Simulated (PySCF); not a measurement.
## Run report: AlHClO, single-point calculation

System: AlHClO, multiplicity 2, SMILES [O][AlH][Cl].
Method: CCSD(T)/6-31G, UHF (PySCF 2.14.0).

The geometry was optimised with HF/DZP-DKH saddle.

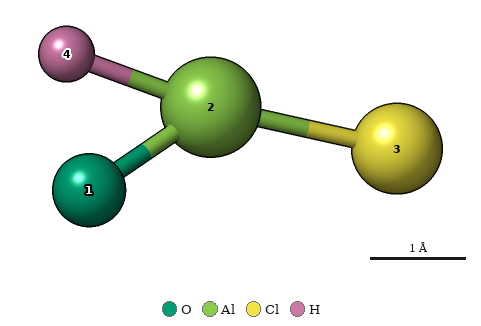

*The structure (ball-and-stick view, seen at a tilt; atoms are numbered from 1 in the order of the input). Sticks mark near contacts.*

## Summary

| quantity | value |
| --- | --- |
| outcome | converged |
| total energy | −776.959230 hartree |
| SCF energy | −776.740245 hartree |
| correlation energy | −0.218985 hartree |
| (T) correction | −0.006581 hartree |
| basis functions | 37 |
| T1 diagnostic | 0.043 |
| ⟨S²⟩ | 0.886 |
| hardware | 1 thread of Arm Neoverse V1, 24 GiB of memory available, shared host |
| wall time | 2.4 s |
| peak memory | 0.14 GiB |

The record of the run, not the program, notes: logged alpha LUMO and gap are faulty; spin contamination. ⟨S²⟩ is 0.89 against 0.75 for a pure state: the solution is spin-contaminated.

## Input file (run.py)
```python
from pyscf import gto, cc

molecule = gto.M(
    atom=[
    ('O', (0.525544, -0.950402, 1.461335)),
    ('Al', (0.064302, -0.053098, 0.080464)),
    ('Cl', (-1.538799, -0.097757, -1.262178)),
    ('H', (1.419279, 0.157920, 1.025953)),
],
    spin=1,
    basis='6-31g',
    max_memory=1860,
    verbose=4,
    cart=True,
)

calc0 = molecule.UHF()
calc0 = calc0.newton()
calc0.kernel()

mycc = cc.CCSD(calc0, frozen=11)
mycc.kernel()
e_t = mycc.ccsd_t()
etot = mycc.e_tot + e_t
print('E = %.10f Eh' % etot)
```

Launched with:
```bash
OMP_NUM_THREADS=1 python run.py
```

## Log
```
PySCF version 2.14.0

[INPUT] num. atoms = 4
[INPUT] num. electrons = 39
[INPUT] charge = 0
[INPUT] spin (= nelec alpha-beta = 2S) = 1
[INPUT] symmetry False subgroup None
[INPUT] Mole.unit = angstrom
[INPUT] Cartesian GTO integrals (6d 10f)
[INPUT] Symbol           X                Y                Z      unit          X                Y                Z       unit  Magmom
[INPUT]  1 O      0.525544000000  -0.950402000000   1.461335000000 AA    0.993134226408  -1.795999488239   2.761522926241 Bohr   0.0
[INPUT]  2 Al     0.064302000000  -0.053098000000   0.080464000000 AA    0.121513169262  -0.100340677762   0.152054922887 Bohr   0.0
[INPUT]  3 Cl    -1.538799000000  -0.097757000000  -1.262178000000 AA   -2.907908670755  -0.184733956759  -2.385170740451 Bohr   0.0
[INPUT]  4 H      1.419279000000   0.157920000000   1.025953000000 AA    2.682048604347   0.298425549591   1.938770186676 Bohr   0.0

nuclear repulsion = 117.900897720811
number of shells = 21
number of NR pGTOs = 118
number of NR cGTOs = 37
basis = 6-31g
ecp = {}

******** <class 'pyscf.soscf.newton_ah.SecondOrderUHF'> ********
method = SecondOrderUHF
initial guess = minao
damping factor = 0
level_shift factor = 0
DIIS = <class 'pyscf.scf.diis.CDIIS'>
diis_start_cycle = 1
diis_space = 8
diis_damp = 0
SCF conv_tol = 1e-09
SCF conv_tol_grad = None
SCF max_cycles = 50
direct_scf = True
direct_scf_tol = 1e-13
number electrons alpha = 20  beta = 19
******** <class 'pyscf.scf.uhf.UHF'> Newton solver flags ********
SCF tol = 1e-09
conv_tol_grad = None
max. SCF cycles = 50
direct_scf = True
direct_scf_tol = 1e-13
max_cycle_inner = 12
max_stepsize = 0.05
ah_start_tol = 1e+09
ah_level_shift = 0
ah_conv_tol = 1e-12
ah_lindep = 1e-14
ah_start_cycle = 1
ah_max_cycle = 40
ah_grad_trust_region = 2.5
kf_interval = 4
kf_trust_region = 5
canonicalization = True
Set conv_tol_grad to 3.16228e-05
  alpha nocc = 20  HOMO = -0.209848651212442  LUMO = 0.00393057965859422
  beta  nocc = 19  HOMO = -0.46475526502877  LUMO = -0.209848651212442

WARN: HOMO -0.209848651212442 >= LUMO -0.209848651212442

Initial guess E= -776.563729293528  |g|= 0.495305
macro= 0  E= -776.724719637875  delta_E= -0.16099  |g|= 0.141242  3 KF 18 JK
macro= 1  E= -776.734289827907  delta_E= -0.00957019  |g|= 0.103977  2 KF 7 JK
macro= 2  E= -776.740244567729  delta_E= -0.00595474  |g|= 0.00151161  4 KF 14 JK
macro= 3  E= -776.740244912461  delta_E= -3.44732e-07  |g|= 3.16809e-05  2 KF 8 JK
macro= 4  E= -776.740244912461  delta_E= -3.41061e-13  |g|= 6.09393e-06  1 KF 2 JK
Canonicalize SCF orbitals
macro X = 5  E=-776.740244912461  |g|= 6.09393e-06  total 13 KF 55 JK
converged SCF energy = -776.740244912461  <S^2> = 0.8863903  2S+1 = 2.1320322

******** <class 'pyscf.cc.uccsd.UCCSD'> ********
CC2 = 0
CCSD nocc = (np.int64(9), np.int64(8)), nmo = (26, 26)
frozen orbitals 11
max_cycle = 50
direct = 0
conv_tol = 1e-07
conv_tol_normt = 1e-06
diis_space = 6
diis_start_cycle = 0
diis_start_energy_diff = 1e+09
Init t2, MP2 energy = -0.184354443937903
Init E_corr(UCCSD) = -0.184354443961882
cycle = 1  E_corr(UCCSD) = -0.189121328879976  dE = -0.00476688492  norm(t1,t2) = 0.116813
cycle = 2  E_corr(UCCSD) = -0.200865900753432  dE = -0.0117445719  norm(t1,t2) = 0.0517084
cycle = 3  E_corr(UCCSD) = -0.203039111053484  dE = -0.0021732103  norm(t1,t2) = 0.0398838
cycle = 4  E_corr(UCCSD) = -0.211581377665279  dE = -0.00854226661  norm(t1,t2) = 0.0271
cycle = 5  E_corr(UCCSD) = -0.211751950721933  dE = -0.000170573057  norm(t1,t2) = 0.00969051
cycle = 6  E_corr(UCCSD) = -0.2120276466613  dE = -0.000275695939  norm(t1,t2) = 0.00516637
cycle = 7  E_corr(UCCSD) = -0.212428969450574  dE = -0.000401322789  norm(t1,t2) = 0.00341665
cycle = 8  E_corr(UCCSD) = -0.212400899786212  dE = 2.80696644e-05  norm(t1,t2) = 0.00155753
cycle = 9  E_corr(UCCSD) = -0.212410285118301  dE = -9.38533209e-06  norm(t1,t2) = 0.00069893
cycle = 10  E_corr(UCCSD) = -0.212400267822986  dE = 1.00172953e-05  norm(t1,t2) = 0.000289633
cycle = 11  E_corr(UCCSD) = -0.212404627788851  dE = -4.35996587e-06  norm(t1,t2) = 0.00013386
cycle = 12  E_corr(UCCSD) = -0.212408478952675  dE = -3.85116382e-06  norm(t1,t2) = 6.97628e-05
cycle = 13  E_corr(UCCSD) = -0.21240756087914  dE = 9.18073536e-07  norm(t1,t2) = 3.63901e-05
cycle = 14  E_corr(UCCSD) = -0.212406613233742  dE = 9.47645398e-07  norm(t1,t2) = 1.8515e-05
cycle = 15  E_corr(UCCSD) = -0.212405521228636  dE = 1.09200511e-06  norm(t1,t2) = 1.01443e-05
cycle = 16  E_corr(UCCSD) = -0.212405053393536  dE = 4.678351e-07  norm(t1,t2) = 6.31727e-06
cycle = 17  E_corr(UCCSD) = -0.212404870274516  dE = 1.8311902e-07  norm(t1,t2) = 3.75452e-06
cycle = 18  E_corr(UCCSD) = -0.212404753629998  dE = 1.16644518e-07  norm(t1,t2) = 2.21532e-06
cycle = 19  E_corr(UCCSD) = -0.212404689142114  dE = 6.44878844e-08  norm(t1,t2) = 1.16951e-06
cycle = 20  E_corr(UCCSD) = -0.212404656792965  dE = 3.23491486e-08  norm(t1,t2) = 5.53004e-07
UCCSD converged
E(UCCSD) = -776.9526495692539  E_corr = -0.2124046567929654
UCCSD(T) correction = -0.0065808203237747
E = -776.9592303896 Eh
```
